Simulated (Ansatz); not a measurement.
H$_{6}$O$_{2}$W···HCl

The calculation's input:

```
crystal:
  periodic: [false, false, false]
  atoms:
    - { symbol: W, position_ang: [0.0, 0.0, 0.0] }
    - { symbol: Cl, position_ang: [0.0, 0.0, 2.74] }
    - { symbol: O, position_ang: [1.94, 0.0, 0.0] }
    - { symbol: H, position_ang: [2.2771, -0.9519, -0.0197] }
    - { symbol: H, position_ang: [0.0, 1.72, 0.0] }
    - { symbol: H, position_ang: [-1.72, 0.0, 0.0] }
    - { symbol: H, position_ang: [0.0, -1.72, 0.0] }
    - { symbol: H, position_ang: [0.0, 0.0, -1.72] }
    - { symbol: O, position_ang: [1.4721, 1.5335, 0.7063] }
    - { symbol: H, position_ang: [2.2027, 1.0805, 1.2365] }
    - { symbol: H, position_ang: [1.039, 1.0824, 1.9242] }
basis:
  gaussian: { orbitals: def2-SVP }
hamiltonian:
  xc: pbe
  dispersion: d4
relax:
  f_tol: 0.15
  max_steps: 25
  restrain:
    - { distance: [0, 8], at: 1.94, k: 30.0 }
    - { distance: [10, 1], at: 1.37, k: 30.0 }
    - { distance: [0, 1], at: 3.59, k: 30.0 }
    - { distance: [10, 8], at: 2.21, k: 30.0 }
output:
  orbitals: {}
```

Command:

```sh
ansatz run input.yaml --threads 2 --pin off --max-ram 3072MiB --backend cpu --events-out ev --progress --plain --runs-dir out
```

The fields are those of the run's last geometry, not of the input's.

Core potentials replace the inner electrons of W; not at a stationary point (largest force 0.9 eV/Å).

The calculation used Ansatz 0.2.0, RKS PBE-D4/def2-SVP.

What can the converged electron density and electron localisation function tell about the bonding?

Answer. W–H (1.71 Å): the density is about 1.5 e/Å³ at the midpoint; the ELF climbs to about 1 towards the hydrogen.

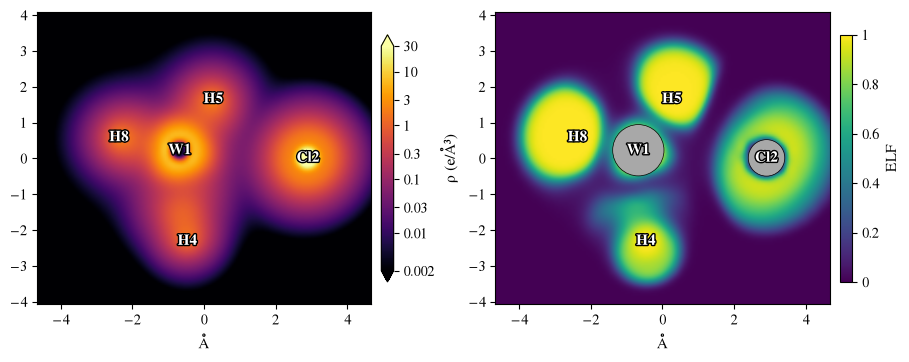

Computed electron density and electron localisation function on the plane of atoms H5, W1 and H8, in this order. Grey discs cover the atomic cores in the ELF map. 
